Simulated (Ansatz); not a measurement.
# Lattice dynamics of SnSe2 monolayer (2H)

Wanted: phonon frequencies of SnSe2 monolayer (2H) and what follows from them.

Main program and level: Ansatz 0.2.0; DFT PBE, scalar-relativistic, plane waves, PAW; PAW set soft_1.

### Step 1. The structure

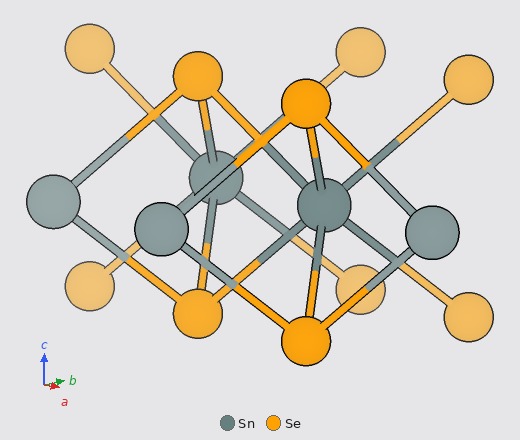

The cell as given, slightly off an axis (tin teal, selenium orange). 2×1×1 cells are drawn. Some periodic images of atoms are drawn too.

The cell holds 3 atoms: 1 Sn and 2 Se. Cell: a = 3.800 Å, b = 3.800 Å, c = 20.000 Å, α = 90.0°, β = 90.0°, γ = 120.0°. It derives from SnSe2. Vacuum lies along c.

### Step 2. Coarse relaxation

The start is far from rest, so a relaxation with loose tolerances brings it close first.

The program solves this slab on a cell height of its own, 30.5 Å, in place of the one typed.

Input file input.yaml:

```yaml
crystal:
  lattice:
    - [3.8, 0.0, 0.0]
    - [-1.9, 3.2909, 0.0]
    - [0.0, 0.0, 20.0]
  atoms:
    - { symbol: Sn, position: [0.333333, 0.666667, 0.5] }
    - { symbol: Se, position: [0.666667, 0.333333, 0.58325] }
    - { symbol: Se, position: [0.666667, 0.333333, 0.41675] }
  periodic: [true, true, false]
kpoints:
  mp_grid: { grid: [6, 6, 1] }
hamiltonian:
  xc: pbe
  pseudopotentials: { kind: paw, azcp: { folder: soft_1 } }
scf:
  occupations: { method: gaussian, width: 0.1 }
output:
  forces: true
  stress: true
  eigenvalues: true
relax:
  adjacent_minimum: "off"
  f_tol: 0.05
  max_steps: 80
  cell: { stress_2d_tol: 0.02 }
```

On the command line:

```bash
$ ansatz run input.yaml --threads 4 --pin off --max-ram 16384MiB --backend cpu --events-out ev --progress --plain --runs-dir out
```

Numbers of over 12 decimals in the logs are rounded to 6 here.

Log:

```text
[...]
F+E_penalty+E_count = -16962.68107776 eV   max|allowed force component| = 1.596e-3 eV/Å   (the final SCF, on the basis selected at the relaxed cell)
  cell:  # Å, volume = 379.3053 Å³
    - [3.791964, 0.0, 0.0]
    - [-1.895982, 3.283937, 0.0]
    - [0.0, 0.0, 30.46]
  atoms:
    - { symbol: Sn, position: [0.333333, 0.666667, 0.328299] }
    - { symbol: Se, position: [0.666667, 0.333333, 0.385109] }
    - { symbol: Se, position: [0.666667, 0.333333, 0.271490] }
[key lines of the parts left out:]
SCF converged after 6 iterations
Free energy (F): -16962.681078 eV
Fermi energy:    -5.659305 eV
P = ½ c Tr σ = 0.0108 N/m
```

The job ended after 15 s (4 threads of Arm Neoverse V1, shared host; peak memory 0.67 GiB; 56 s of CPU time).

Step by step:

```tsv
step	energy less that of the first step (eV)	largest force component (eV/Å)	volume (Å³)
1	0.0000	0.7876	380.92
2	0.0931	1.0864	373.97
3	-0.0458	0.1495	378.46
4	-0.0481	0.0250	379.03
5	-0.0482	0.0016	379.31
6*	-0.0482	0.0016	379.31
```

Relaxation steps marked * repeat the geometry before them on a plane-wave basis chosen anew for their cell, so energy and pressure can jump there. Relaxation step 2 was tried and not accepted.

The run keeps the 12 symmetry operations that it works with, so distortions that break them were not tested.

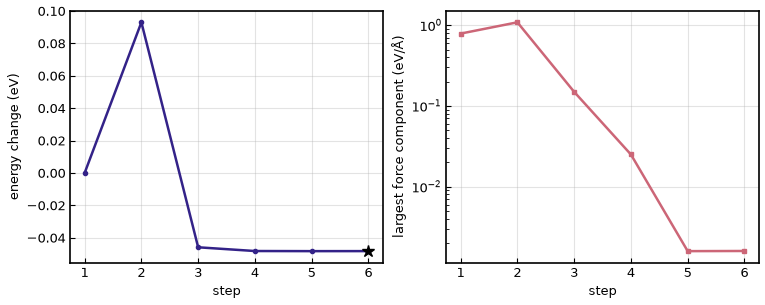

Energy and largest force along the relaxation. Stars mark steps on a basis chosen anew.

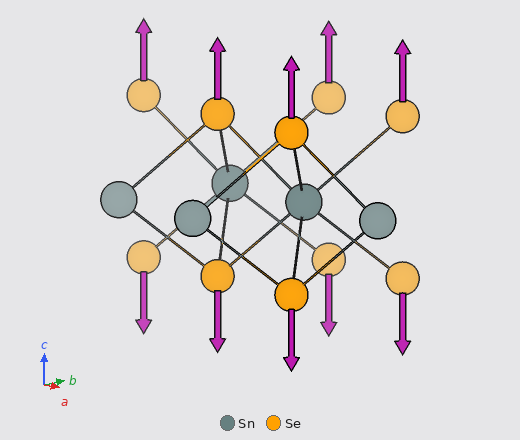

Displacements in the relaxation, exaggerated, measured against the changing cell; the longest in the cell stands for 0.07 Å. 2×1×1 cells are drawn. Some periodic images of atoms are drawn too.

```tsv
cell as run	before	after	change
a (Å)	3.800	3.792	-0.2 %
b (Å)	3.800	3.792	-0.2 %
```

The atoms that moved most (Å, along periodic axes as changes of fractional coordinates times the final cell, across vacuum about the mean position):

```tsv
atom	dx	dy	dz	length
Se2	0.000	0.000	0.065	0.065
Se3	0.000	0.000	-0.065	0.065
```

The relaxed structure:

```xyz
3
Lattice="3.7920 0.0000 0.0000 -1.8960 3.2839 0.0000 0.0000 0.0000 30.4600" Properties=species:S:1:pos:R:3
Sn    0.0000    2.1893   10.0000
Se    1.8960    1.0946   11.7304
Se    1.8960    1.0946    8.2696
```

Numbers from this step:

* gap on the k-mesh: 0 eV
* area per atom: 4.151 Å²

The relaxation ends with a largest force component of 0.0016 eV/Å.

### Step 3. Bringing the structure to rest

The cell and atoms are relaxed, since residual forces and stress would shift the frequencies.

Input file input.yaml:

```yaml
crystal:
  lattice:
    - [3.7919640749, 0.0, 0.0]
    - [-1.8959820374, 3.2839372191, 0.0]
    - [0.0, 0.0, 30.46]
  atoms:
    - { symbol: Sn, position: [0.3333333333, 0.6666666667, 0.3282994091] }
    - { symbol: Se, position: [0.6666666667, 0.3333333333, 0.3851090976] }
    - { symbol: Se, position: [0.6666666667, 0.3333333333, 0.2714897205] }
  periodic: [true, true, false]
kpoints:
  mp_grid: { grid: [12, 12, 1] }
hamiltonian:
  xc: pbe
  pseudopotentials: { kind: paw, azcp: { folder: soft_1 } }
scf:
  occupations: { method: gaussian, width: 0.1 }
output:
  forces: true
  stress: true
  eigenvalues: true
  write_density: true
  write_potential: true
  elf: true
  volumetric_format: npy
relax:
  adjacent_minimum: "off"
  f_tol: 0.005
  max_steps: 80
  cell: { stress_2d_tol: 0.02 }
```

Log:

```text
[...]
Crystal: 3 atoms, lattice volume = 379.305 Å³
Basis set: ecut = 420 eV, 7433 PW (Γ), exchange–correlation on 54×54×432 points (8 copies of the dense FFT grid, shifted against one another)
Bands: 28, of which v1, the nominal top of the filled ones, is band 23 counted from 1 (22 counted from 0)
Symmetry: 12 space group operations
[...]
k-points: 19 of 144 (time reversal used)
[...]
SCF iter   8: F=-16962.695589 eV  HF=-16962.695589 eV  |F-HF|=1.96e-8  |Δ(HF+E_count)|=   2.45e-7  Δρ=1.62e-6  dr2=6.76e-9  ethr=2.17e-10  ⟨swp⟩=23.2  Hψ=5151  notcnv=0
SCF 1 converged in 8 iterations: F = -16962.695589 eV  dr2 = 6.76e-9
[...]
relax step   1: F+E_penalty+E_count = -16962.69558903 eV  Δ(F+E_penalty+E_count) = +0.000e0 eV  max|allowed force component| = 5.370e-2 eV/Å  Δτ_max = 0.0000 Å  P = +0.025 N/m  Ω = 379.305 Å³  fix = [c, alpha, beta]  reactions: c +0.000 N/m  (8 SCF iters, dr2 threshold 1.00e-7 eV, accepted)
Crystal: 3 atoms, lattice volume = 380.759 Å³
Basis set: ecut = 420 eV, 7469 PW (Γ), exchange–correlation on 54×54×432 points (8 copies of the dense FFT grid, shifted against one another)
[...]
SCF iter   5: F=-16962.693850 eV  HF=-16962.693850 eV  |F-HF|=1.37e-7  |Δ(HF+E_count)|=   1.15e-7  Δρ=4.00e-6  dr2=1.71e-7  ethr=3.92e-10  ⟨swp⟩=20.2  Hψ=5684  notcnv=0
SCF 2 converged in 5 iterations: F = -16962.693850 eV  dr2 = 1.71e-7
  Residual-converged pass: ⟨swp⟩=1.1  Hψ=610  notcnv=0  max |occ|·‖R‖ = 7.1e-9 eV (tolerance 1.0e-8 eV)  dr2=1.71e-7  dr2_onsite=1.97e-8  max |Δocc| = 2.9e-10
[...]
relax step   2: F+E_penalty+E_count = -16962.69385010 eV  Δ(F+E_penalty+E_count) = +1.739e-3 eV  max|allowed force component| = 1.499e-1 eV/Å  Δτ_max = 0.0182 Å  P = -0.037 N/m  Ω = 380.759 Å³  energy of the carried Pulay correction = -1.853e-5 eV  fix = [c, alpha, beta]  (5 SCF iters, dr2 threshold 1.80e-7 eV, rejected (line search))
Crystal: 3 atoms, lattice volume = 379.722 Å³
Basis set: ecut = 420 eV, 7445 PW (Γ), exchange–correlation on 54×54×432 points (8 copies of the dense FFT grid, shifted against one another)
[...]
SCF iter   9: F=-16962.695863 eV  HF=-16962.695863 eV  |F-HF|=6.55e-11  |Δ(HF+E_count)|=  7.64e-11  Δρ=8.97e-9  dr2=4.45e-13  ethr=1.00e-12  ⟨swp⟩=13.0  Hψ=3306  notcnv=0
SCF 3 converged in 9 iterations: F = -16962.695863 eV  dr2 = 4.45e-13
relax step   3: F+E_penalty+E_count = -16962.69586313 eV  Δ(F+E_penalty+E_count) = -2.741e-4 eV  max|allowed force component| = 1.153e-3 eV/Å  Δτ_max = 0.0048 Å  P = +0.005 N/m  Ω = 379.722 Å³  energy of the carried Pulay correction = -5.321e-6 eV  fix = [c, alpha, beta]  reactions: c +0.000 N/m  (9 SCF iters, accepted)
[...]
SCF iter   7: F=-16962.695868 eV  HF=-16962.695868 eV  |F-HF|=6.91e-11  |Δ(HF+E_count)|=   2.95e-9  Δρ=4.38e-9  dr2=8.82e-14  ethr=1.00e-12  ⟨swp⟩=14.0  Hψ=3503  notcnv=0
SCF 4 converged in 7 iterations: F = -16962.695868 eV  dr2 = 8.82e-14
relax step   4: F+E_penalty+E_count = -16962.69586832 eV  Δ(F+E_penalty+E_count) = -5.190e-6 eV  max|allowed force component| = 1.155e-3 eV/Å  Δτ_max = 0.0000 Å  P = +0.005 N/m  Ω = 379.722 Å³  fix = [c, alpha, beta]  reactions: c +0.000 N/m  stress off target by 4.58e-3 N/m on what of the cell is left free  SCF on the basis re-selected at this cell (its energy is not comparable with the rows above)  (7 SCF iters)
basis re-selected at this cell: Δ(F+E_penalty+E_count) = -5.190e-6 eV, ΔP = +0.000 N/m vs the last step (what re-selecting the basis moved, of the pressure what is left beyond the Pulay correction that the steps carried, after the strain that the cell walked since its last selection, with what the two solves' SCF thresholds leave and, on support functions, any second-order correction that the steps lacked; it is no m [...]
SCF converged after 7 iterations
Free energy (F): -16962.695868 eV
[...]
Internal energy: -16962.692426 eV  (E = F + TS)
E sigma→0 (E₀):  -16962.694147 eV
Entropy (-TS):   -0.003442 eV (-1.147 meV/atom)
Fermi energy:    -5.630364 eV
[...]
--- Forces (eV/Å), atoms counted from 1 ---
  atom   1  Sn     0.00000000     0.00000000     0.00000000
  atom   2  Se    -0.00000000    -0.00000000    -0.00115522
  atom   3  Se    -0.00000000    -0.00000000     0.00115522
  max |Σ_I F_I| component: 8.89e-18 eV/Å
--- 2D stress c σ (N/m, compression-positive) ---
        0.004575       0.000000       0.000000
        0.000000       0.004575       0.000000
        0.000000       0.000000       0.000000
  P = ½ c Tr σ = 0.0046 N/m
--- Band table (eV; the first three rows and the last of 19) ---
  k-point 0: bands = [... 19 lower, -6.4583, -6.4583, -5.6537, -5.6537, -5.1505, -2.1117, -1.5606, -1.5606, ... 1 higher]
  k-point 1: bands = [... 19 lower, -7.1112, -6.5932, -6.0570, -5.7086, -4.6848, -1.8717 (-1.8717°), -1.7100 (-1.7100°), -1.4120, ... 1 higher]
  k-point 2: bands = [... 19 lower, -7.4920, -6.9200, -6.6825, -5.8517, -4.3386, -2.3347, -1.0976 (-1.0976°), -1.0451, ... 1 higher]
  k-point 18: bands = [... 19 lower, -9.2774, -8.9905, -7.9516, -5.9867, -4.8201, -3.2368, 0.0239, 0.1387, ... 1 higher]
  ° read free of the cell's end (the report's vacuum.weakly_bound_levels)
--- Relaxed structure (3 steps of the walk, 2 accepted, 1 SCFs on fresh bases) ---
[...]
cell:  # Å, volume = 379.7224 Å³
    - [3.794048, -2.888343300538043e-11, 0.0]
    - [-1.897024, 3.285742, 0.0]
    - [0.0, 0.0, 30.46]
  atoms:
    - { symbol: Sn, position: [0.333333, 0.666667, 0.328299] }
    - { symbol: Se, position: [0.666667, 0.333333, 0.384950] }
    - { symbol: Se, position: [0.666667, 0.333333, 0.271649] }
```

Wall time 33 s (4 threads); peak memory 0.74 GiB; 1.9 min of CPU time.

Little changed from the start: no atom moved by 0.005 Å and no cell edge by 0.1 %.

Numbers from this step:

- gap on the k-mesh: 0.02421 eV
- direct gap on mesh: 0.5032 eV
- area per atom: 4.155 Å²

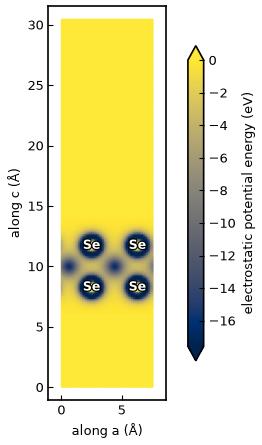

Electrostatic potential energy in the ac plane at fractional y = 0.333, with atoms of Se within 0.2 Å of it. With pseudopotentials it is smooth inside the atoms' cores, unlike the true potential.

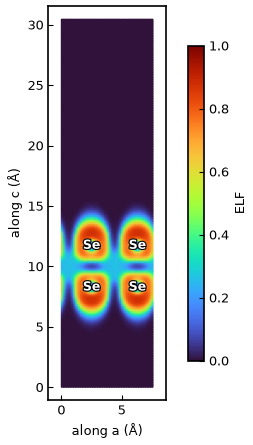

ELF in the ac plane at fractional y = 0.333, with atoms of Se within 0.2 Å of it. It is the smooth field of the valence electrons, not physical close to the nuclei.

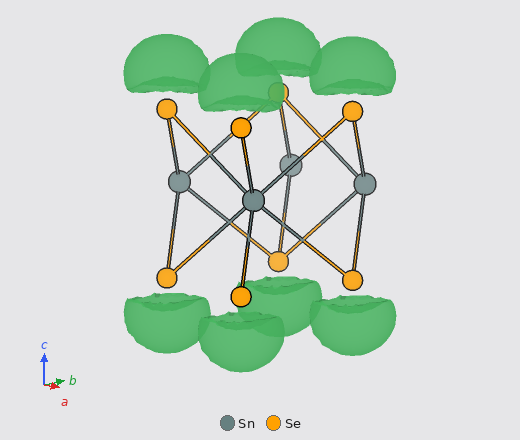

Surface of ELF = 0.8. 2×2×1 cells are drawn.

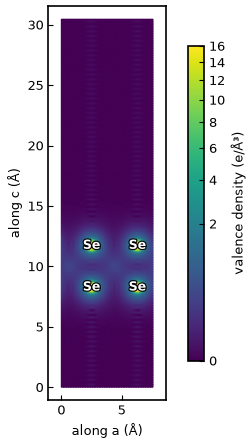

Valence density in the ac plane at fractional y = 0.333, with atoms of Se within 0.2 Å of it. It is the smooth field of the valence electrons, not physical close to the nuclei. The colour scale is stretched toward low values.

### Step 4. Tight relaxation

Phonons need a cell at rest on their own settings, so the relaxation is repeated with tight tolerances on forces and stress on the k mesh and occupations of the first response run.

input.yaml, the sections that differ from step 3:

```yaml
crystal:
  lattice:
    - [3.7940480724, 0.0, 0.0]
    - [-1.8970240362, 3.2857420139, 0.0]
    - [0.0, 0.0, 30.46]
  atoms:
    - { symbol: Sn, position: [0.3333333333, 0.6666666667, 0.3282994091] }
    - { symbol: Se, position: [0.6666666667, 0.3333333333, 0.3849499094] }
    - { symbol: Se, position: [0.6666666667, 0.3333333333, 0.2716489088] }
  periodic: [true, true, false]
relax:
  adjacent_minimum: "off"
  f_tol: 0.001
  max_steps: 60
  cell: { stress_2d_tol: 0.002 }
# kpoints, hamiltonian, scf, output: as in step 3
```

Log:

```text
[...]
Crystal: 3 atoms, lattice volume = 379.722 Å³
Basis set: ecut = 420 eV, 7445 PW (Γ), exchange–correlation on 54×54×432 points (8 copies of the dense FFT grid, shifted against one another)
Bands: 28, of which v1, the nominal top of the filled ones, is band 23 counted from 1 (22 counted from 0)
Symmetry: 12 space group operations
[...]
° read free of the cell's end (the report's vacuum.weakly_bound_levels)
--- Relaxed structure (3 steps of the walk, 2 accepted, 1 SCFs on fresh bases) ---
[...]
cell:  # Å, volume = 379.7518 Å³
    - [3.794195, 0, 0]
    - [-1.897097, 3.285869, 0]
    - [0, 0, 30.46]
  atoms:
    - { symbol: Sn, position: [0.333333, 0.666667, 0.328299] }
    - { symbol: Se, position: [0.666667, 0.333333, 0.384945] }
    - { symbol: Se, position: [0.666667, 0.333333, 0.271654] }
[key lines of the parts left out:]
SCF converged after 10 iterations
Free energy (F): -16962.695869 eV
Fermi energy:    -5.630714 eV
P = ½ c Tr σ = 0.0019 N/m
```

It took 28 s on 4 threads; peak memory 0.73 GiB.

Little changed from the start: no atom moved by 0.005 Å and no cell edge by 0.1 %.

This step gave:

* gap on the k-mesh: 0.02475 eV
* direct gap on mesh: 0.5030 eV
* area per atom: 4.156 Å²

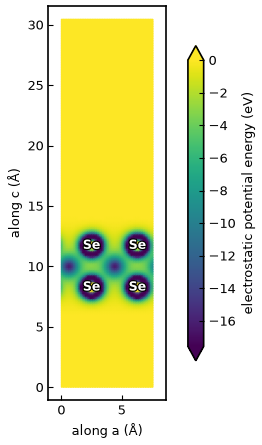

Electrostatic potential energy in the ac plane at fractional y = 0.333, with atoms of Se within 0.2 Å of it. With pseudopotentials it is smooth inside the atoms' cores, unlike the true potential.

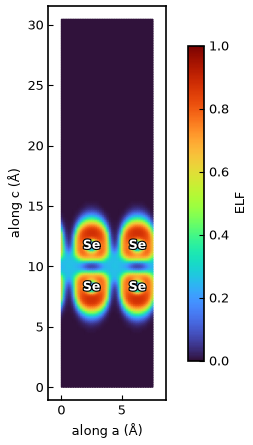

ELF in the ac plane at fractional y = 0.333, with atoms of Se within 0.2 Å of it. It is the smooth field of the valence electrons, not physical close to the nuclei.

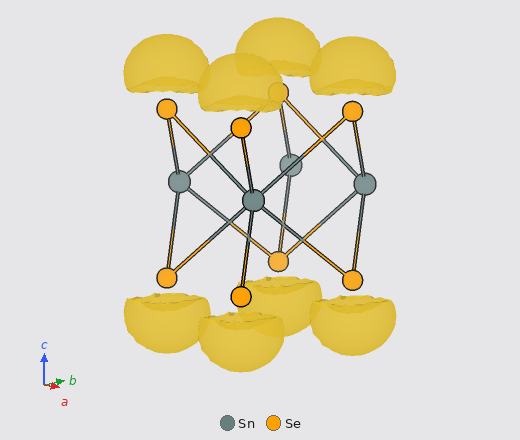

Surface of ELF = 0.8. 2×2×1 cells are drawn.

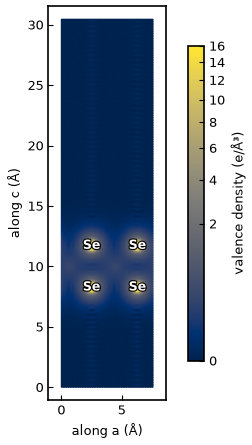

Valence density in the ac plane at fractional y = 0.333, with atoms of Se within 0.2 Å of it. It is the smooth field of the valence electrons, not physical close to the nuclei. The colour scale is stretched toward low values.

The largest force component left is 0.28 meV/Å, within the tolerances set.

### Step 5. Linear response at the zone centre

The zone centre comes first: it holds the modes that light can see, as far as symmetry allows. No field response is asked, and the gap on the mesh is small against the smearing.

input.yaml, the sections that differ from step 4:

```yaml
crystal:
  lattice:
    - [3.7941949, 0.0, 0.0]
    - [-1.89709745, 3.2858691703, 0.0]
    - [0.0, 0.0, 30.46]
  atoms:
    - { symbol: Sn, position: [0.3333333333, 0.6666666667, 0.3282994091] }
    - { symbol: Se, position: [0.6666666667, 0.3333333333, 0.384945277] }
    - { symbol: Se, position: [0.6666666667, 0.3333333333, 0.2716535412] }
  periodic: [true, true, false]
output:
  eigenvalues: true
phonons:
  method: dfpt
# kpoints, hamiltonian, scf: as in step 4
# relax: removed
```

Log:

```text
Warning: crystal.symmetry: narrowed to the stabiliser of the run's FFT grids — unitary ops 12 → 6. A phonons.method: dfpt run fills in the rows of the dynamical matrix that it does not solve by its symmetry operations, which is exact only for operations that map its FFT grids onto themselves: filled in by any other, the frequencies could depend on the order in which like atoms are typed, or, by more than the grids' own error, on where the crystal sits among the grids' points. Excluded: 6 operations. The run can therefore solve more perturbations, solve them on more k-points, or both, and cost more. [rest of the remark cut]
[...]
Crystal: 3 atoms, lattice volume = 379.752 Å³
Basis set: ecut = 420 eV, 7445 PW (Γ), exchange–correlation on 54×54×432 points (8 copies of the dense FFT grid, shifted against one another)
Bands: 28, of which v1, the nominal top of the filled ones, is band 23 counted from 1 (22 counted from 0)
Symmetry: 12 space group operations
k-points: 43 of 144 (irreducible under 2 space group operations, time reversal used)
[...]
SCF iter  11: F=-16962.695869 eV  HF=-16962.695869 eV  |F-HF|=1.46e-11  |Δ(HF+E_count)|=  1.49e-10  Δρ=8.87e-9  dr2=6.06e-13  ethr=1.00e-12  ⟨swp⟩=19.1  Hψ=8375  notcnv=0
SCF 1 converged in 11 iterations: F = -16962.695869 eV  dr2 = 6.06e-13
[...]
DFPT response loops at Γ: preconditioner auto → none (partly filled bands, converged f_vac=0.765); β = 0.50; Broyden in place of MSR1
SCF converged after 11 iterations
Free energy (F): -16962.695869 eV
[...]
Internal energy: -16962.692433 eV  (E = F + TS)
E sigma→0 (E₀):  -16962.694151 eV
Entropy (-TS):   -0.003436 eV (-1.145 meV/atom)
Fermi energy:    -5.630714 eV
[...]
--- Band table (eV; the first three rows and the last of 43) ---
  k-point 0: bands = [... 19 lower, -6.4592, -6.4592, -5.6543, -5.6543, -5.1513, -2.1124, -1.5615, -1.5615, ... 1 higher]
  k-point 1: bands = [... 19 lower, -7.1121, -6.5941, -6.0575, -5.7092, -4.6856, -1.8724 (-1.8724°), -1.7108 (-1.7108°), -1.4129, ... 1 higher]
  k-point 2: bands = [... 19 lower, -7.4919, -6.9208, -6.6825, -5.8522, -4.3392, -2.3351, -1.0983 (-1.0982°), -1.0459, ... 1 higher]
  k-point 42: bands = [... 19 lower, -9.2137, -9.0609, -7.3834, -6.1420, -4.7240, -2.8040, -0.7210, -0.1937, ... 1 higher]
  ° read free of the cell's end (the report's vacuum.weakly_bound_levels)
--- Phonons (Γ-DFPT): 6 representative perturbations + reference, on 43 of 144 k-points (Σ response iterations 23) ---
  ASR residual: 1.059e-4 → 0.000e0 eV/Å²; symmetrization residual: 5.053e-5 eV/Å²
  The last average, over the group as it would stand without the narrowing to the FFT grids, took up to 8.089e-6 eV/Å² of the zone centre's force constants
  ASR residual per site (eV/Å²): 1.06e-4 1.66e-6 4.11e-5
  Γ frequencies (cm⁻¹): -85.33 -85.33 0.00 0.00 0.00 130.19 130.19 199.13 229.71
  non-analytic LO–TO correction: not included (Born effective charges unavailable; polar crystals: no LO–TO splitting at Γ)
```

The job ended after 1.7 min (4 threads; peak memory 1.8 GiB).

The column dr2 measures how far the density is from self-consistency, as an energy; F and HF (Harris–Foulkes) agree once it is small.

This step gave:

- sum-rule residual before enforcement: 1.06e-4 eV/Å²
- point group: -6m2
- highest optical mode at the zone centre (no LO-TO term): 229.7 cm⁻¹
- lowest optical zone-centre mode: -85.33 cm⁻¹

Without the LO-TO term. Patterns of degenerate modes are one choice out of their space. The modes at Γ (shares of kinetic energy by element, %) (negative means imaginary):

```tsv
mode	frequency (cm⁻¹)	symmetry	Sn %	Se %
1	-85.3	E''	0	100
2	-85.3	E''	0	100
3	0.0	acoustic	43	57
4	0.0	acoustic	43	57
5	0.0	acoustic	43	57
6	130.2	E'	57	43
7	130.2	E'	57	43
8	199.1	A1'	0	100
9	229.7	A2''	57	43
```

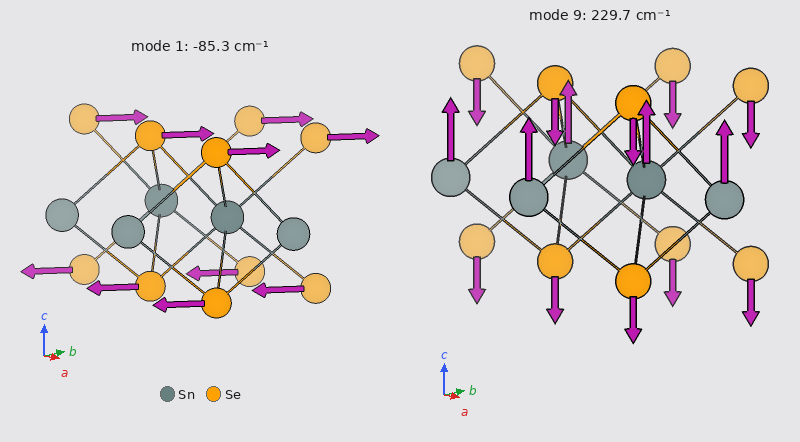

Displacement patterns of modes 1 and 9 at Γ; arrows are exaggerated. 2×1×1 cells are drawn. Some periodic images of atoms are drawn too.

Before it was imposed, the acoustic sum rule was missed by 1.1e-4 eV/Å². Small misses are needed for a sound result but don't prove that mesh and cutoff are converged. The lowest optical mode is imaginary, 85.3i cm⁻¹, so the energy falls along it.

[end of part 1 of 2]

[Logs are printed without paths, hosts, clocks, repeated set-up lines and the standing remarks that a program may print on its own settings, such as how far it seeks lower states.]

[Hosts, paths, dates, database ids (printed as entryN), source tags and the programs' standing remarks are cut or masked in the printed files.]
